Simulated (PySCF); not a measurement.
**NMR shielding calculation, with input and output: C8H13AlO**

System: C8H13AlO, SMILES C[O+](C)[AlH2-][c]1ccccc1.
Method: GIAO PBE0/pcSseg-1 NMR shielding, non-relativistic, gas phase (PySCF 2.14.0).

The geometry comes from this level: PBE0-D3(BJ)/def2-SVP. It belongs to a series of runs on one base structure; here: H on Al replaced by Ph. Figures and captions count atoms from 1; the log counts them from 0 in places.

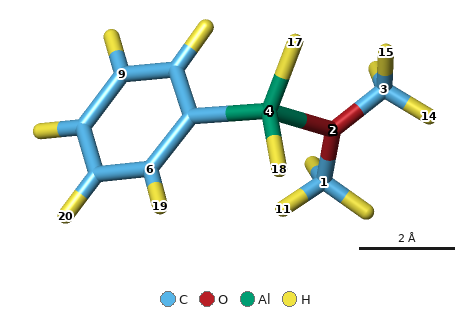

Fig. 1: The structure (stick view, seen at a tilt; atoms are numbered from 1 in the order of the input). Sticks mark near contacts.

Input
```
{"job": {"kind": "nmr", "xc": "PBE0", "basis": "pcSseg-1"}, "charge": 0, "multiplicity": 1}
C     -2.003618    -1.034126    -0.053281
O     -2.004200     0.346984    -0.376038
C     -3.002270     1.108540     0.279816
Al    -0.495713     1.125047    -1.444284
C      1.021029     0.316957    -0.461765
C      1.758502    -0.754075    -0.999138
C      2.793948    -1.366758    -0.291370
C      3.120697    -0.917792     0.987531
C      2.411973     0.144708     1.548384
C      1.380863     0.748871     0.828342
H     -1.190274    -1.506015    -0.617731
H     -2.968544    -1.484808    -0.334454
H     -1.818010    -1.171677     1.023779
H     -4.002042     0.737564     0.002373
H     -2.882780     2.148044    -0.047000
H     -2.871782     1.044852     1.372512
H     -0.844844     2.665982    -1.165733
H     -0.769829     0.486267    -2.889761
H      1.519342    -1.121570    -2.003585
H      3.349702    -2.196120    -0.737954
H      3.931008    -1.393652     1.546356
H      2.668708     0.505417     2.548554
H      0.846958     1.588930     1.287891
```

The first line tells a small driver script what to run in PySCF; the rest is the geometry in Å.

Run as:
```bash
OMP_NUM_THREADS=1 python <driver script> task.json out
```

What the program printed
```
coarse grid: 19464 points
cycle   1  E = -629.5479963736  dE =  1.138e+00  |g| = 5.216e-01  |ddm| = 4.363e+00
cycle   2  E = -629.5201605649  dE =  2.784e-02  |g| = 6.532e-01  |ddm| = 1.200e+00
cycle   3  E = -629.6123904359  dE = -9.223e-02  |g| = 1.041e-01  |ddm| = 6.513e-01
cycle   4  E = -629.6142845906  dE = -1.894e-03  |g| = 4.897e-02  |ddm| = 1.250e-01
cycle   5  E = -629.6149041122  dE = -6.195e-04  |g| = 1.314e-02  |ddm| = 5.999e-02
cycle   6  E = -629.6149433864  dE = -3.927e-05  |g| = 5.435e-03  |ddm| = 1.644e-02
cycle   7  E = -629.6149502439  dE = -6.858e-06  |g| = 4.326e-04  |ddm| = 4.928e-03
final grid: 182600 points
cycle   8  E = -629.6850171416  dE = -3.676e-05  |g| = 1.251e-02  |ddm| = 4.772e-02
cycle   9  E = -629.6849953032  dE =  2.184e-05  |g| = 1.685e-02  |ddm| = 2.015e-02
cycle  10  E = -629.6850487988  dE = -5.350e-05  |g| = 1.628e-03  |ddm| = 1.088e-02
cycle  11  E = -629.6850493735  dE = -5.746e-07  |g| = 1.885e-04  |ddm| = 1.465e-03
cycle  12  E = -629.6850493805  dE = -7.035e-09  |g| = 5.222e-05  |ddm| = 2.276e-04
cycle  13  E = -629.6850493809  dE = -3.906e-10  |g| = 3.184e-05  |ddm| = 8.620e-05
cycle  14  E = -629.6850493812  dE = -2.804e-10  |g| = 7.079e-06  |ddm| = 3.801e-05
```

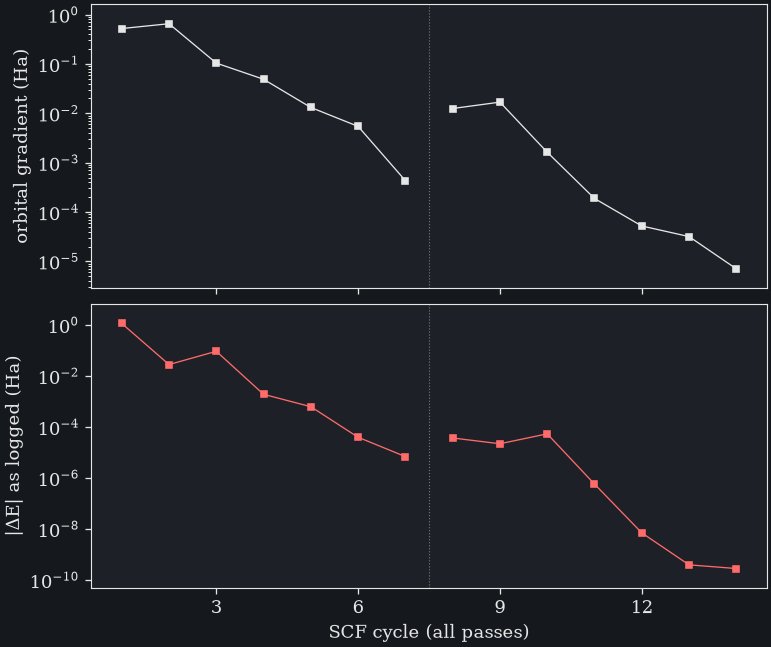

Fig. 2: Convergence of the self-consistent field: orbital gradient and size of the energy change against the SCF cycle. The dotted line marks the change from a coarse to the final integration grid. The first 7 cycles use a coarse grid, the final grid takes over at cycle 8, and the field converges after 14 cycles in all.

```
converged SCF energy = -629.6850493812

GIAO shielding tensors (ppm)
atom      isotropic    diamagn.    paramagn.     s11        s22        s33       span
  0 C      122.723     248.512    -125.789     94.440     96.098    177.631     83.191
  1 O      333.779     403.928     -70.148    298.306    337.368    365.664     67.359
  2 C      120.734     242.961    -122.227     87.548     92.484    182.169     94.621
  3 Al     393.636     798.512    -404.876    378.649    381.486    420.773     42.125
  4 C       31.307     257.172    -225.865    -55.441    -53.676    203.039    258.480
  5 C       39.803     252.982    -213.180    -80.979     31.770    168.618    249.597
  6 C       51.429     254.259    -202.829    -63.228     43.695    173.821    237.049
  7 C       50.647     254.921    -204.273    -61.203     37.860    175.286    236.489
  8 C       51.683     254.315    -202.632    -62.970     44.325    173.695    236.665
  9 C       40.934     254.025    -213.091    -78.967     33.340    168.430    247.397
 10 H       27.483      32.570      -5.087     21.821     29.008     31.620      9.799
 11 H       28.286      29.728      -1.442     24.579     25.781     34.496      9.917
 12 H       28.687      32.507      -3.820     24.691     27.928     33.443      8.752
 13 H       27.970      26.839       1.131     24.037     25.362     34.511     10.474
 14 H       26.710      28.989      -2.279     22.583     25.468     32.079      9.497
 15 H       27.967      29.532      -1.564     23.719     26.033     34.150     10.432
 16 H       26.779      31.933      -5.155     24.312     25.519     30.505      6.192
 17 H       26.703      31.122      -4.419     23.936     24.997     31.176      7.240
 18 H       23.336      32.849      -9.513     19.811     22.261     27.935      8.124
 19 H       23.840      29.533      -5.693     20.561     24.110     26.849      6.288
 20 H       23.885      28.696      -4.811     20.611     24.463     26.581      5.970
 21 H       23.853      30.537      -6.683     20.569     24.048     26.943      6.373
 22 H       23.432      34.426     -10.995     19.860     22.043     28.393      8.532
```

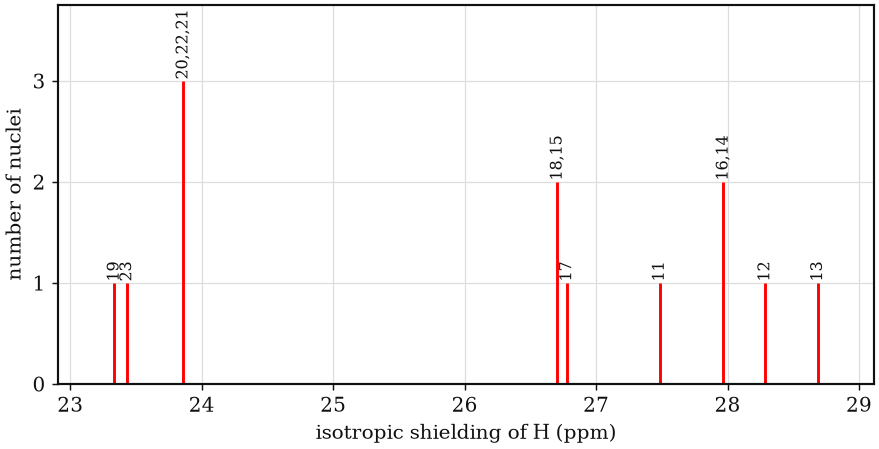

Fig. 3: Isotropic shieldings of the hydrogen nuclei in this fixed geometry, labelled by atom number; shielding grows to the right, so chemical shift grows to the left. The least shielded is H19 (23.3 ppm), the most shielded H13 (28.7 ppm).

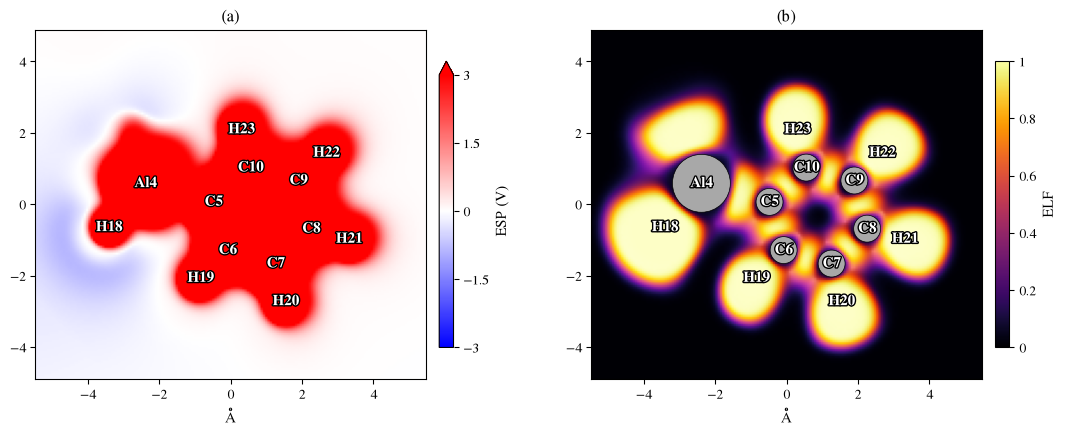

Fig. 4: (a) electrostatic potential; (b) electron localisation function on the plane of atoms C6, C7 and H20. Grey discs, where drawn, cover atomic cores. Atoms in the plane: Al, C and H. C–C (1.39 Å): the ELF peaks at about 0.95 between the atoms, as expected for localised, shared-pair bonding. C–H (1.09 Å): the ELF climbs to about 1 towards the hydrogen, as it does in any bond to H; a covalent bond by its length. Al–H (1.60 Å): the ELF climbs to about 1 towards the hydrogen.

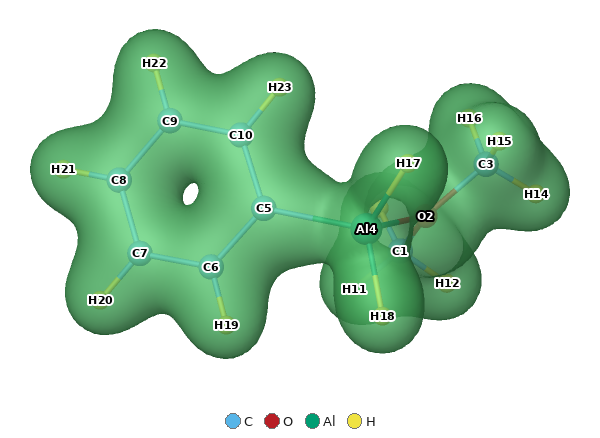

Fig. 5: Isosurface of the electron density at 0.2 e/Å³ (green), seen face on. At this value the surface is in one piece. On the grid the lowest density along these lines, outside the cores, is 2.1 e/Å³ (C–C, 1.39 Å), 1.7 e/Å³ (C–O, 1.42 Å), 0.59 e/Å³ (C–Al, 1.98 Å) and 0.3 e/Å³ (Al–O, 2.01 Å).

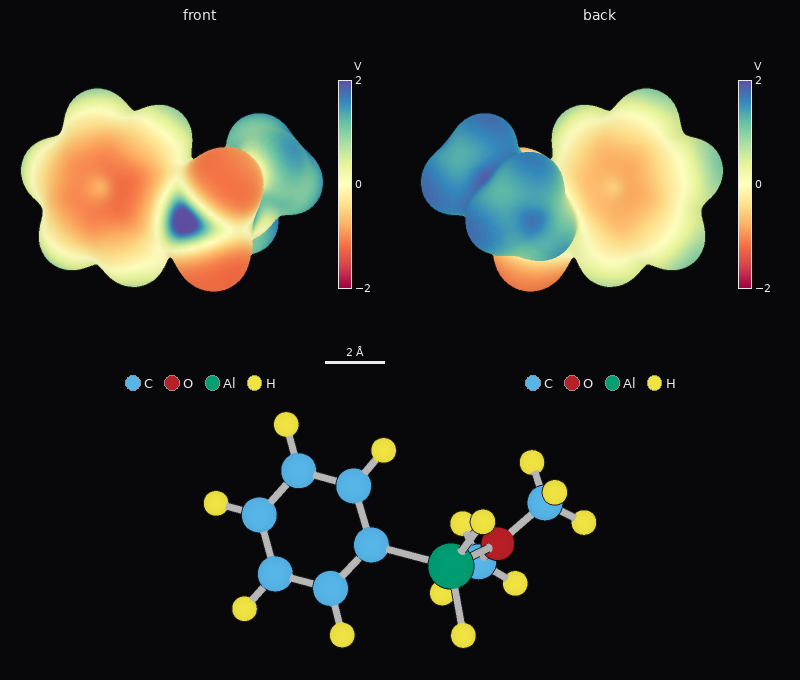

Fig. 6: The molecular electrostatic potential painted on the density surface at 0.004 e/bohr³, seen face on and from behind; red is negative and blue positive. The bare structure is drawn below in the same view. Its dipole moment is 5.20 D.

Key numbers

- outcome: converged
- total energy: −629.685049 hartree
- HOMO: −6.91 eV
- LUMO: −0.30 eV
- dipole moment: 5.20 D
- isotropic shielding, C: 31.3 to 122.7 ppm
- isotropic shielding, O: 333.8 ppm
- isotropic shielding, Al: 393.6 ppm
- isotropic shielding, H: 23.3 to 28.7 ppm
- hardware: 1 CPU thread, shared host
- wall time: 76 s
- peak memory: 1.2 GiB
